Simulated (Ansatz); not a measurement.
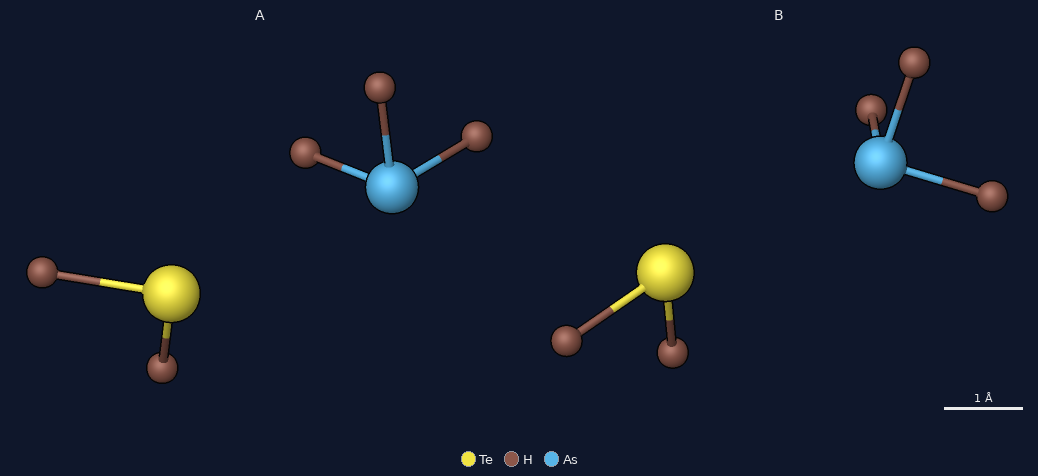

Two geometries of AsH$_{5}$Te, drawn at one scale. One is the start of a relaxation, the other its converged end. Style: ball-and-stick. Shown from a free direction.

These are results of RKS PBE0-D4/def2-TZVP in Ansatz, not measurements. Set-up: force threshold 0.005 eV/Å; at most 200 steps.

Question: Which one is relaxed?

Answer: Structure B is the relaxed one. The energy falls by 0.036 eV in 35 accepted moves (43 points after the start). The largest force component goes from 0.47 to 0.0017 eV/Å. The line search rejected the trial steps at points 9, 12, 15, 22, 25, 31, 33, 35 of the run. The forces were under the threshold at step 20, but the run went on from there. An H atom moves most after the best rigid fit: 1.05 Å. Largest moves by element: H 1.05 Å, As 0.52 Å, Te 0.44 Å. Some distances before and after: H–Te 1.679 → 1.653 Å, As–H 1.545 → 1.520 Å.

Limits of the set-up: the start holds two separate molecules, 3.7 Å apart at their closest, whose relative position is a soft coordinate.
